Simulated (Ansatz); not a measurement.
# BH₃O: phonon calculation

The run: phonon calculation of BH₃O. Method and program: RKS PBE0-D4/def2-TZVP (Ansatz 0.2.0).

The geometry comes from this level: PBE0-D4/def2-TZVP. Figures and captions count atoms from 1; the log counts them from 0 in places.

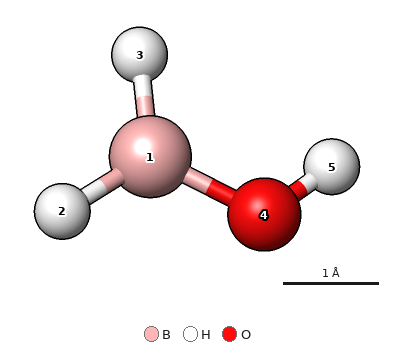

Figure 1. The structure (ball-and-stick view, seen at a tilt; atoms are numbered from 1 in the order of the input). Bond lengths as drawn: B–H 1.20 Å, B–O 1.35 Å and H–O 0.96 Å.

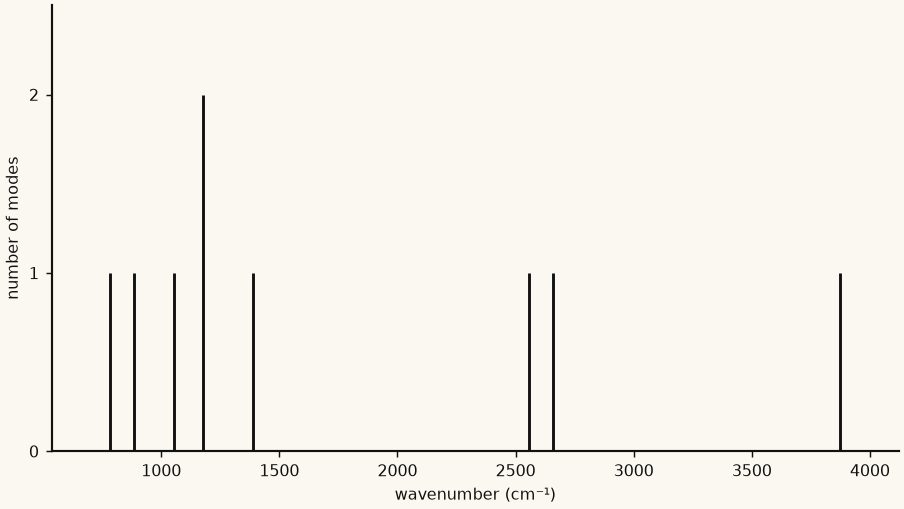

Figure 2. Harmonic vibrational wavenumbers from the force constants; neighbouring modes closer than 14 cm⁻¹ are counted in one stick. 9 modes from 783 to 3875 cm⁻¹, none imaginary.

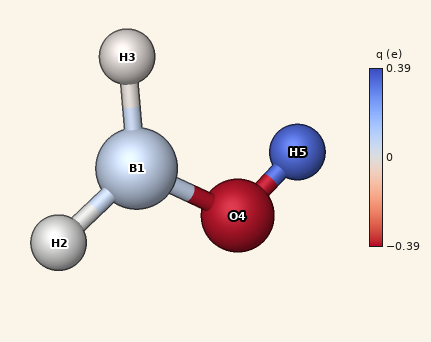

Figure 3. Mulliken charges, as the colour of each atom (ball-and-stick view, seen at a tilt; atoms are numbered from 1 in the order of the input). By element: B +0.06, H −0.01 to +0.33 and O −0.38 e.

The input that produced these results follows, with the program's output.

### The input
```yaml
crystal:
  periodic: [false, false, false]
  atoms:
    - {symbol: B, position_ang: [-1.014730, -1.271801, 0.523315]}
    - {symbol: H, position_ang: [-0.859084, -1.927315, -0.464936]}
    - {symbol: H, position_ang: [-0.302036, -1.373201, 1.485683]}
    - {symbol: O, position_ang: [-2.040152, -0.397262, 0.517320]}
    - {symbol: H, position_ang: [-2.121451, 0.103453, 1.333099]}
basis:
  gaussian: {orbitals: def2-TZVP}
hamiltonian: {xc: pbe0, dispersion: d4}
phonons: {temperatures: {t_min: 298.15, t_max: 900, t_step: 200}}
```

### The program's output
```
Functional definition: PBE0
  name "PBE0"
  cite "Adamo & Barone, J. Chem. Phys. 110, 6158 (1999) doi:10.1063/1.478522"
  cite "Perdew, Burke & Ernzerhof, Phys. Rev. Lett. 77, 3865 (1996) doi:10.1103/PhysRevLett.77.3865"
  parent pbe
  parameter a = 0.25
  parameter kappa = 0.804
  parameter beta = 0.06672455060314922
  exchange = (1 - a)*pbe_x(kappa = kappa, mu = beta*pi^2/3) + a*exact_x
  correlation = pbe_c(beta = beta)
452 factors; their error is unknown
mean field evaluation 1: about -2767.3375 eV, gradient 4.6e1 eV
mean field evaluation 2: about -2762.0479 eV, gradient 7.1e1 eV
mean field evaluation 4: about -2770.8297 eV, gradient 1.5e0 eV
mean field evaluation 8: about -2770.8362 eV, gradient 1.4e-2 eV
mean field evaluation 16: about -2770.8370 eV, gradient 8.6e-6 eV
mean field -2770.83703950 eV, -101.8263830609 hartree, gradient 8.6e-6 eV, S^2 0.000000; 0 other end points of the search recorded, 0 dependent functions left out
the calculation of the forces begins
reference -2770.83706422 eV, -101.8263839692 hartree; 8, 8 occupied and 72, 72 virtual orbitals, 452 factors
these checks for a lower state are left out or cut short: stability, starts, cluster_reference, orbital_swaps, neighbouring_geometries, increment
452 factors; their error is unknown
mean field -2770.83692219 eV, -101.8263787499 hartree, gradient 8.2e-7 eV, S^2 0.000000; 0 other end points of the search recorded, 0 dependent functions left out
[... from here on the field's lines of each further geometry are left out, up to the last ...]
the calculation of the forces begins
reference -2770.83694250 eV, -101.8263794960 hartree; 8, 8 occupied and 72, 72 virtual orbitals, 452 factors
these checks for a lower state are left out or cut short: stability, starts, cluster_reference, orbital_swaps, neighbouring_geometries, increment
452 factors; their error is unknown
mean field evaluation 224: about -2770.8369 eV, gradient 3.6e-3 eV
mean field -2770.83692429 eV, -101.8263788268 hartree, gradient 8.2e-7 eV, S^2 0.000000; 0 other end points of the search recorded, 0 dependent functions left out
the calculation of the forces begins
reference -2770.83694899 eV, -101.8263797347 hartree; 8, 8 occupied and 72, 72 virtual orbitals, 452 factors
Total energy: -2770.86349636 eV, -101.8273553325 hartree
Atom 0 at    -1.014730    -1.271801     0.523315 Å, force     0.000422    -0.000647    -0.000696 eV/Å
Atom 1 at    -0.859084    -1.927315    -0.464936 Å, force     0.000215    -0.000288    -0.000170 eV/Å
Atom 2 at    -0.302036    -1.373201     1.485683 Å, force     0.000325    -0.000035     0.000532 eV/Å
Atom 3 at    -2.040152    -0.397262     0.517320 Å, force    -0.000881     0.001058     0.000685 eV/Å
Atom 4 at    -2.121451     0.103453     1.333099 Å, force    -0.000082    -0.000088    -0.000351 eV/Å
Dipole moment:    -0.005696     0.159949     0.293434 e Å
Vibrations: 782.92 884.15 1052.92 1173.03 1183.03 1386.44 2554.93 2657.45 3875.31 cm⁻¹, zero-point energy 0.963987 eV
```

### Key numbers

| quantity | value |
| --- | --- |
| outcome | converged |
| total energy | −2770.8635 eV |
| mean-field energy | −2770.8371 eV |
| dispersion energy | −0.0264 eV |
| largest force (length of the vector) | 0.002 eV/Å |
| dipole moment | 1.61 D |
| hardware | 2 CPU threads, shared host |
| wall time | 11 s (CPU time 19 s) |
| peak memory | 0.15 GiB |
